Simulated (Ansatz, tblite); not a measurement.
**WNCl3: spin-state energies by level**

Aim: set other spin states of WNCl3 against its singlet, on many levels of theory.

Program: Ansatz 0.2.0, Gaussian basis. Level of theory: as each input shows. These are calculated values, not measurements.

Levels to be run: triplet, at the geometry of the singlet (GFN1-xTB, GFN2-xTB, PBE0-D4/def2-TZVP, PBE-D4/def2-TZVP, r2SCAN-D4/def2-TZVP); the singlet's energies come from earlier runs.

## 1. The geometry

The singlet was relaxed beforehand with PBE0-D4/def2-SVP.

5 atoms, charge 0, spin multiplicity 1.

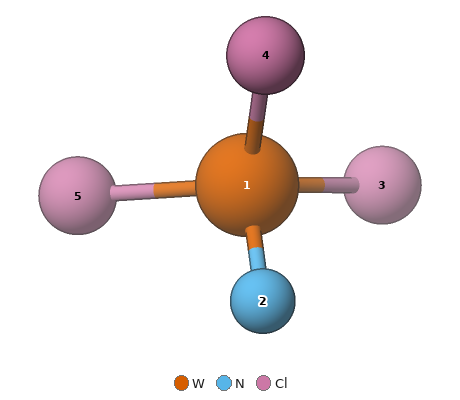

The structure; tungsten orange, nitrogen blue, chlorine pink; atoms are numbered from 1 in the order of the file.

Formally the metal is d0. W takes a core potential in the def2 sets. No spin-orbit coupling is included.

## 2. Triplet at the fixed geometry, GFN1-xTB

Tight binding, by tblite at 300 K electronic temperature and without a spin-polarisation term:

```python
tblite.interface.Calculator('GFN1-xTB', numbers, positions, charge=0, uhf=2).singlepoint()
```

Energy -495.4383 eV; 0.005 s.

## 3. Triplet at the fixed geometry, GFN2-xTB

Tight binding, by tblite at 300 K electronic temperature and without a spin-polarisation term:

```python
tblite.interface.Calculator('GFN2-xTB', numbers, positions, charge=0, uhf=2).singlepoint()
```

Energy -517.4660 eV; 0.008 s.

## 4. Triplet at the fixed geometry, PBE0-D4/def2-TZVP

in.yaml

```yaml
crystal:
  periodic: [false, false, false]
  atoms:
    - {symbol: W, position_ang: [0.000085, -0.000066, 0.007163]}
    - {symbol: N, position_ang: [0.007443, -0.013627, 1.658805]}
    - {symbol: Cl, position_ang: [2.191368, 0.009142, -0.565151]}
    - {symbol: Cl, position_ang: [-1.103235, 1.902164, -0.534839]}
    - {symbol: Cl, position_ang: [-1.095660, -1.897603, -0.565978]}
basis:
  gaussian: {orbitals: def2-TZVP}
magnetization: {spin_polarized: true, initial_magnetization: 2}
hamiltonian: {xc: pbe0, dispersion: d4}
scf: {omitted_lower_state_checks: [starts]}
output: {orbitals: {seedname: orbitals}}
```

On the command line:

```console
> ansatz run in.yaml --threads 4 --pin off --events-out ev --progress --plain --max-ram 3916MiB
```

Output:

```text
Functional definition: PBE0
  name "PBE0"
  cite "Adamo & Barone, J. Chem. Phys. 110, 6158 (1999) doi:10.1063/1.478522"
  cite "Perdew, Burke & Ernzerhof, Phys. Rev. Lett. 77, 3865 (1996) doi:10.1103/PhysRevLett.77.3865"
  parent pbe
  parameter a = 0.25
  parameter kappa = 0.804
  parameter beta = 0.06672455060314922
  exchange = (1 - a)*pbe_x(kappa = kappa, mu = beta*pi^2/3) + a*exact_x
  correlation = pbe_c(beta = beta)
these checks for a lower state are left out or cut short: starts
1359 factors; their error is unknown
mean field evaluation 1: about -40857.2858 eV, gradient 5.9e1 eV
mean field evaluation 2: about -40720.9296 eV, gradient 1.5e2 eV
mean field evaluation 4: about -40863.0663 eV, gradient 4.0e1 eV
mean field evaluation 8: about -40872.4464 eV, gradient 6.1e-1 eV
mean field evaluation 16: about -40872.5428 eV, gradient 7.7e-2 eV
mean field -40872.67122858 eV, -1502.0429631587 hartree, gradient 4.3e-6 eV, S^2 2.008041; 0 other end points of the search recorded, 0 dependent functions left out
reference -40872.67125787 eV, -1502.0429642351 hartree; 37, 35 occupied and 145, 147 virtual orbitals, 1359 factors
Total energy: -40872.86854799 eV, -1502.0502145134 hartree
Checks for a lower state left out: starts
```

Wall time 17 s (4 threads of Arm Neoverse V2, shared host); peak memory 1.1 GiB.

Report: HOMO -5.83 eV, LUMO -6.85 eV (over both spins; with the spin held, an empty level of the minority spin lies below the top filled one); ⟨S²⟩ 2.008 (pure: 2.00).

## 5. Triplet at the fixed geometry, PBE-D4/def2-TZVP

start.molden holds the orbitals of an earlier run on this state, given as this run's starting guess.

Edit in.yaml of step 4 so:

```diff
@@ -9,5 +9,5 @@
 basis:
-  gaussian: {orbitals: def2-TZVP}
+  gaussian: {orbitals: def2-TZVP, initial_orbitals: start.molden}
 magnetization: {spin_polarized: true, initial_magnetization: 2}
-hamiltonian: {xc: pbe0, dispersion: d4}
+hamiltonian: {xc: pbe, dispersion: d4}
 scf: {omitted_lower_state_checks: [starts]}
```

The command is unchanged.

Output:

```text
Functional definition: PBE
  name "PBE"
  cite "Perdew, Burke & Ernzerhof, Phys. Rev. Lett. 77, 3865 (1996) doi:10.1103/PhysRevLett.77.3865"
  parent pbe
  parameter kappa = 0.804
  parameter beta = 0.06672455060314922
  exchange = pbe_x(kappa = kappa, mu = beta*pi^2/3)
  correlation = pbe_c(beta = beta)
these checks for a lower state are left out or cut short: starts
1247 factors; their error is unknown
mean field evaluation 1: about -40871.4218 eV, gradient 1.1e1 eV
mean field evaluation 2: about -40871.6462 eV, gradient 4.9e-1 eV
mean field evaluation 4: about -40871.6513 eV, gradient 1.1e-1 eV
mean field evaluation 8: about -40871.6514 eV, gradient 3.2e-5 eV
mean field -40871.65141393 eV, -1502.0054856616 hartree, gradient 5.1e-6 eV, S^2 2.003720; 0 other end points of the search recorded, 0 dependent functions left out
reference -40871.65145313 eV, -1502.0054871022 hartree; 37, 35 occupied and 145, 147 virtual orbitals, 1247 factors
Total energy: -40871.87867246 eV, -1502.0138372585 hartree
Checks for a lower state left out: starts
```

Run time: 9.5 s. Hardware: 4 threads of Arm Neoverse V2, shared host.

From the report: HOMO -4.28 eV, LUMO -7.59 eV (over both spins; with the spin held, an empty level of the minority spin lies below the top filled one); ⟨S²⟩ 2.004 (pure: 2.00).

## 6. Triplet at the fixed geometry, r2SCAN-D4/def2-TZVP

Edit in.yaml of step 5 so:

```diff
@@ -11,3 +11,3 @@
 magnetization: {spin_polarized: true, initial_magnetization: 2}
-hamiltonian: {xc: pbe, dispersion: d4}
+hamiltonian: {xc: r2scan, dispersion: d4}
 scf: {omitted_lower_state_checks: [starts]}
```

The command is unchanged.

Output:

```text
Functional definition: r2SCAN
  name "r2SCAN"
  cite "Furness, Kaplan, Ning, Perdew & Sun, J. Phys. Chem. Lett. 11, 8208 (2020) doi:10.1021/acs.jpclett.0c02405"
  cite "Furness, Kaplan, Ning, Perdew & Sun, J. Phys. Chem. Lett. 11, 9248 (2020) doi:10.1021/acs.jpclett.0c03077"
  parent r2scan
  parameter k0 = 0.174
  parameter k1 = 0.065
  parameter a1 = 4.9479
  exchange = r2scan_x(k0 = k0, k1 = k1, a1 = a1)
  correlation = r2scan_c
these checks for a lower state are left out or cut short: starts
1247 factors; their error is unknown
mean field evaluation 1: about -40885.0866 eV, gradient 7.8e0 eV
mean field evaluation 2: about -40885.1575 eV, gradient 1.7e-1 eV
mean field evaluation 4: about -40885.1523 eV, gradient 1.2e-2 eV
mean field evaluation 8: about -40885.1523 eV, gradient 2.2e-5 eV
mean field -40885.15229842 eV, -1502.5016340153 hartree, gradient 7.9e-6 eV, S^2 2.007931; 0 other end points of the search recorded, 0 dependent functions left out
reference -40885.15230984 eV, -1502.5016344349 hartree; 37, 35 occupied and 145, 147 virtual orbitals, 1247 factors
Total energy: -40885.20326066 eV, -1502.5035068431 hartree
Checks for a lower state left out: starts
```

It took 26 s on 4 threads of Arm Neoverse V2, shared host; peak memory 0.57 GiB.

Report: HOMO -4.74 eV, LUMO -7.51 eV (over both spins; with the spin held, an empty level of the minority spin lies below the top filled one); ⟨S²⟩ 2.008 (pure: 2.00).

## 7. Triplet less singlet, vertical

The singlet's energies are those of its earlier runs, whose logs aren't repeated here.

```tsv
level	triplet less singlet, vertical (kcal/mol)	time
GFN1-xTB	+82.5	0.01 s
GFN2-xTB	+45.0	0.014 s
PBE-D4/def2-TZVP	+77.7	11 s
r2SCAN-D4/def2-TZVP	+76.5	30 s
PBE0-D4/def2-TZVP	+76.7	20 s
```

Times add the two runs; a level without a time comes out of a correlated run. Tight binding without a spin term can't rank spin states.

## 8. Summary of results

```
                                                quantity                                         value
triplet less singlet, vertical, functionals in def2-TZVP  +76.5 (r2SCAN-D4) to +77.7 kcal/mol (PBE-D4)
```

What this shows: All functionals put the triplet above the singlet, over a spread of 1.2 kcal/mol. The checks for a lower triplet were left out, so another state of that spin may lie lower. The singlet here is a closed shell; an open-shell singlet can lie lower. These are electronic energies, without zero-point motion, entropy or surroundings. Spin-orbit coupling is left out too; for so heavy a metal it can shift spin gaps by tenths of an eV.
